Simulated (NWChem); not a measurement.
**C3H5 (cyclopropyl) at 4 levels**

Aim: a comparison of 4 runs (UHF/def2-SVP, UPBE0/def2-SVP, UTPSSh/STO-3G, U-wB97X/6-31+G*) of C3H5 (cyclopropyl). 

The results are computed with NWChem 7.3.0.

## (1) The system as given

C3H5 has 8 atoms, charge 0, and is taken as a doublet. SMILES: `[CH]1CC1`. The shape is that of a PBE0-D4/def2-TZVP optimisation.

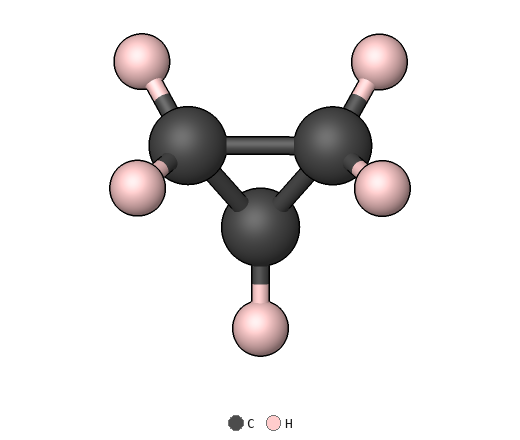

The structure, seen from a chosen angle (carbon dark grey, hydrogen pink).

## (2) Energy and gradient at UHF/def2-SVP (run 1)

Contents of test.nw:

```
start test
title "C3H5 gradient"
memory total 2200 mb

geometry units angstroms noautosym nocenter noautoz
   C    -0.922400   -0.237300   -0.208900
   C     0.037400    0.758900    0.254400
   C     0.443600   -0.691200    0.028700
   H    -1.570500   -0.284700   -1.070600
   H     0.388600    1.518600   -0.439000
   H    -0.013700    1.097500    1.285600
   H     0.653200   -1.283800    0.915000
   H     1.075900   -0.935200   -0.820900
end

basis spherical bse
   * library def2-SVP
end

scf
   doublet
   uhf
   thresh 1e-08
   maxiter 80
end

task scf gradient
```

Run with:

```
$ nwchem test.nw > test.out
```

Standard output:

```text
[...]
  functions       =    67
[...]
  wavefunction    = UHF
[...]
         Total SCF energy =   -116.333230300760
      One electron energy =   -292.987550820850
      Two electron energy =    107.191047477847
 Nuclear repulsion energy =     69.463273042242
                       Sz =      0.5000
                 Sz(Sz+1) =      0.7500
                      S^2 =      0.7606
[...]
                         UHF ENERGY GRADIENTS
    atom               coordinates                        gradient
                 x          y          z           x          y          z
   1 C      -1.743083  -0.448432  -0.394764    0.009630   0.002909  -0.001258
   2 C       0.070676   1.434113   0.480746   -0.005091  -0.001463  -0.000422
   3 C       0.838282  -1.306179   0.054235   -0.005076  -0.001302  -0.000421
   4 H      -2.967815  -0.538005  -2.023141   -0.000832  -0.000418   0.001187
   5 H       0.734348   2.869738  -0.829590   -0.000242   0.000817  -0.000264
   6 H      -0.025889   2.073974   2.429432    0.000838  -0.000307   0.000764
   7 H       1.234369  -2.426030   1.729099    0.000612   0.000462   0.000889
   8 H       2.033156  -1.767272  -1.551276    0.000160  -0.000698  -0.000475
[...]
```

Run time: 3.9 s. Hardware: 1 thread of AMD EPYC 9R45 (Zen 5), shared host; peak memory 0.1 GiB.

## (3) Energy and forces at UPBE0/def2-SVP (run 2)

Contents of nw.xyz:

```xyz
8

C     -0.922400    -0.237300    -0.208900
C      0.037400     0.758900     0.254400
C      0.443600    -0.691200     0.028700
H     -1.570500    -0.284700    -1.070600
H      0.388600     1.518600    -0.439000
H     -0.013700     1.097500     1.285600
H      0.653200    -1.283800     0.915000
H      1.075900    -0.935200    -0.820900
```

Contents of run.py:

```python
from ase.io import read
from ase.calculators.nwchem import NWChem

atoms = read('nw.xyz')

calc = NWChem(
    label='nw',
    theory='dft',
    memory='2200 mb',
    basis='def2-SVP',
    basispar='spherical bse',
    dft={'xc': 'pbe0', 'mult': '2', 'grid': 'xfine', 'convergence': 'energy 1e-08', 'iterations': '100', 'mulliken': None, 'print': 'low'},
)
atoms.calc = calc

forces = atoms.get_forces()
print("Total energy (eV):", round(atoms.get_potential_energy(), 6))
print("forces (eV/A):")
for s, f in zip(atoms.symbols, forces):
    print(f"{s:2s} {f[0]:10.5f} {f[1]:10.5f} {f[2]:10.5f}")
```

Run with:

```
$ export ASE_NWCHEM_COMMAND="nwchem PREFIX.nwi > PREFIX.nwo"
$ python run.py
```

Standard output:

```text
Total energy (eV): -3183.381944
forces (eV/A):
C     0.03394   -0.02844    0.23896
C    -0.01892   -0.27398   -0.07215
C    -0.16419    0.23484    0.00833
H    -0.26683   -0.02422   -0.32452
H     0.12038    0.26976   -0.22178
H    -0.01630    0.14450    0.35456
H     0.08783   -0.22600    0.29665
H     0.22405   -0.09642   -0.28010
```

The calculator wrote nw.nwi:

```
title "nw"

permanent_dir nw

scratch_dir nw

start nw

geometry units angstrom nocenter noautosym noautoz
  C  -9.2240000000000000e-01 -2.3730000000000001e-01 -2.0890000000000000e-01
  C  3.7400000000000003e-02 7.5890000000000002e-01 2.5440000000000002e-01
  C  4.4359999999999999e-01 -6.9120000000000004e-01 2.8700000000000000e-02
  H  -1.5705000000000000e+00 -2.8470000000000001e-01 -1.0706000000000000e+00
  H  3.8860000000000000e-01 1.5185999999999999e+00 -4.3900000000000000e-01
  H  -1.3700000000000000e-02 1.0974999999999999e+00 1.2856000000000001e+00
  H  6.5320000000000000e-01 -1.2838000000000001e+00 9.1500000000000004e-01
  H  1.0759000000000001e+00 -9.3520000000000003e-01 -8.2089999999999996e-01
end

memory 2200 mb

basis spherical bse noprint
   * library def2-SVP
end

dft
  xc pbe0
  mult 2
  grid xfine
  convergence energy 1e-08
  iterations 100
  mulliken
  print low
end

task dft gradient
```

nw.nwo:

```text
Northwest Computational Chemistry Package (NWChem) 7.3.0
             --------------------------------------------------------

           Job information
           ---------------

    nwchem branch   = 7.3.0
    use scalapack   = T
    input           = nw.nwi
    prefix          = nw.
    data base       = nw/nw.db
    status          = startup
    nproc           =        1

           Memory information
           ------------------

[... 5 lines left out ...]
    hardfail = no
[... 37 lines left out ...]
            Nuclear Dipole moment (a.u.)
[... 104 lines left out ...]
         Total DFT energy =     -116.987129620843
[... 1 line left out ...]
           Coulomb energy =      124.832392037737
[... 1 line left out ...]
 Nuclear repulsion energy =       69.463273042242
[... 58 lines left out ...]
                         DFT ENERGY GRADIENTS

    atom               coordinates                        gradient
                 x          y          z           x          y          z
   1 C      -1.743083  -0.448432  -0.394764   -0.000660   0.000553  -0.004647
   2 C       0.070676   1.434113   0.480746    0.000368   0.005328   0.001403
   3 C       0.838282  -1.306179   0.054235    0.003193  -0.004567  -0.000162
[... 4 lines of this table left out ...]
   8 H       2.033156  -1.767272  -1.551276   -0.004357   0.001875   0.005447

 Task  times  cpu:       19.5s     wall:       19.5s
 Total times  cpu:       19.5s     wall:       19.5s
```

It took 20 s on 1 thread of AMD EPYC 9R45 (Zen 5), shared host; peak memory 0.14 GiB.

## (4) Energy and forces at UTPSSh/STO-3G (run 3)

Contents of geom.nw:

```
start geom
memory stack 880 mb heap 220 mb global 1100 mb

geometry units angstrom noautosym nocenter noautoz
  C    -0.922400   -0.237300   -0.208900
  C     0.037400    0.758900    0.254400
  C     0.443600   -0.691200    0.028700
  H    -1.570500   -0.284700   -1.070600
  H     0.388600    1.518600   -0.439000
  H    -0.013700    1.097500    1.285600
  H     0.653200   -1.283800    0.915000
  H     1.075900   -0.935200   -0.820900
end

basis spherical bse
  C library STO-3G
  H library STO-3G
end

dft
  xc xctpssh
  mult 2
  grid xfine
  convergence energy 1e-08
  iterations 100
  mulliken
end

task dft gradient
```

Run with:

```
$ nwchem geom.nw > geom.out
```

Standard output:

```text
[...]
          Wavefunction type:  spin polarized.
          No. of atoms     :     8
          No. of electrons :    23
[...]
          Charge           :     0
          Spin multiplicity:     2
[...]
          AO basis - number of functions:    20
[...]
              XC Information
              --------------
                  TPSS hybrid Method XC Functional
                     Hartree-Fock (Exact) Exchange  0.100
                  TPSS metaGGA Exchange Functional  0.900
             TPSS03 metaGGA Correlation Functional  1.000
[...]
 d= 0,ls=0.0,diis     1   -115.7974868098 -1.85D+02  1.33D-02  2.23D-02     1.0
[...]
 d= 0,ls=0.0,diis     8   -115.8225843038 -5.82D-09  2.32D-06  8.76D-10     7.2
[...]
         Total DFT energy =     -115.822584303790
      One electron energy =     -292.396879348622
           Coulomb energy =      125.319171664592
    Exchange-Corr. energy =      -18.208149662002
 Nuclear repulsion energy =       69.463273042242
[...]
      Total Density - Mulliken Population Analysis
     ---------------------------------------------
    Atom       Charge   Shell Charges
 -----------   ------   -------------------------------------------------------
    1 C    6     6.07   1.99  1.21  2.86
    2 C    6     6.17   1.99  1.16  3.01
    3 C    6     6.17   1.99  1.16  3.01
    4 H    1     0.92   0.92
    5 H    1     0.92   0.92
    6 H    1     0.92   0.92
    7 H    1     0.92   0.92
    8 H    1     0.92   0.92
[...]
      <S2> =      0.7537 (Exact =     0.7500)
[...]
  wavefunction    = open shell
[...]
```

Run time: 9.3 s. Hardware: 1 thread of AMD EPYC 9R45 (Zen 5), shared host; peak memory 0.13 GiB.

## (5) Energy and forces at U-wB97X/6-31+G(d) (spherical functions) (run 4)

Contents of input.nw:

```
start input
title "C3H5"
memory total 2200 mb
geometry units bohr noautosym nocenter noautoz
  C   -1.74308338  -0.44843201  -0.39476379
  C    0.07067576   1.43411316   0.48074633
  C    0.83828251  -1.30617870   0.05423514
  H   -2.96781488  -0.53800503  -2.02314079
  H    0.73434757   2.86973809  -0.82958977
  H   -0.02588925   2.07397442   2.42943191
  H    1.23436910  -2.42603040   1.72909940
  H    2.03315634  -1.76727187  -1.55127618
end
basis spherical bse
  C library 6-31+G*
  H library 6-31+G*
end
dft
  xc wb97x
  mult 2
  grid xfine
  convergence energy 1e-08
  maxiter 100
  mulliken
end
task dft gradient
```

Run with:

```
$ nwchem input.nw > input.out
```

Standard output:

```text
[...]
          Wavefunction type:  spin polarized.
          No. of atoms     :     8
          No. of electrons :    23
[...]
          Charge           :     0
          Spin multiplicity:     2
[...]
          AO basis - number of functions:    64
[...]
              XC Information
              --------------
                       wb97x  Method XC Functional
                     Hartree-Fock (Exact) Exchange  1.000
                         wb97x Exchange Functional  1.000
                      wb97x Correlation Functional  1.000
[...]
 d= 0,ls=0.0,diis     1   -117.1486975593 -1.87D+02  7.15D-03  5.38D-02     3.3
[...]
 d= 0,ls=0.0,diis    11   -117.1833287997 -7.41D-10  4.45D-07  9.25D-11    35.2
[...]
         Total DFT energy =     -117.183328799656
      One electron energy =     -293.412019742934
           Coulomb energy =      124.855828916408
    Exchange-Corr. energy =      -18.090405925694
 Nuclear repulsion energy =       69.463267952563
[...]
      Total Density - Mulliken Population Analysis
     ---------------------------------------------
    Atom       Charge   Shell Charges
 -----------   ------   -------------------------------------------------------
    1 C    6     6.22   2.00  0.66  2.00  0.63  0.79  0.07  0.03  0.04
    2 C    6     6.41   2.00  0.65  2.12  0.61  0.94  0.03  0.02  0.04
    3 C    6     6.41   2.00  0.65  2.12  0.61  0.94  0.03  0.02  0.04
    4 H    1     0.80   0.52  0.28
    5 H    1     0.79   0.52  0.27
    6 H    1     0.78   0.52  0.26
    7 H    1     0.78   0.52  0.26
    8 H    1     0.79   0.52  0.27
[...]
      <S2> =      0.7540 (Exact =     0.7500)
[...]
  wavefunction    = open shell
[...]
```

Run time: 43 s. Hardware: 1 thread of AMD EPYC 9R45 (Zen 5), shared host; peak memory 0.14 GiB.

## (6) All runs side by side

```
run                                  level  iteration cap  module  energy (Eh)  dipole moment (D)  HOMO energy (eV)  LUMO energy (eV)  wall time
  1                           UHF/def2-SVP             80     scf  -116.333230               0.51             -9.92              3.59      3.9 s
  2                         UPBE0/def2-SVP            100     dft  -116.987130                  –                 –                 –       20 s
  3                          UTPSSh/STO-3G            100     dft  -115.822584               0.35             -3.85              1.00      9.3 s
  4  U-wB97X/6-31+G* (spherical functions)            100     dft  -117.183329               0.68             -8.56              0.54       43 s
```

## (7) Outcome

| quantity | value |
| --- | --- |
| run 4: total energy | -117.18333 Eh |
| run 4: dipole moment | 0.68 D |
| run 4: HOMO energy (highest over α and β) | -8.56 eV |
| run 4: LUMO energy (lowest over α and β) | 0.54 eV |
| run 4: ⟨S²⟩ | 0.754 |
| run 4: largest force on an atom | 0.392 eV/Å |

What this shows: Over runs 1, 3, 4 the dipole moment (its size) runs from 0.35 D (UTPSSh/STO-3G) to 0.68 D (U-wB97X/6-31+G*). The two ends differ in method and basis. Totals of different functionals can't be ranked against each other. In run 3 the basis is minimal, so the values are rough. All runs together took 76 s, the longest 43 s.
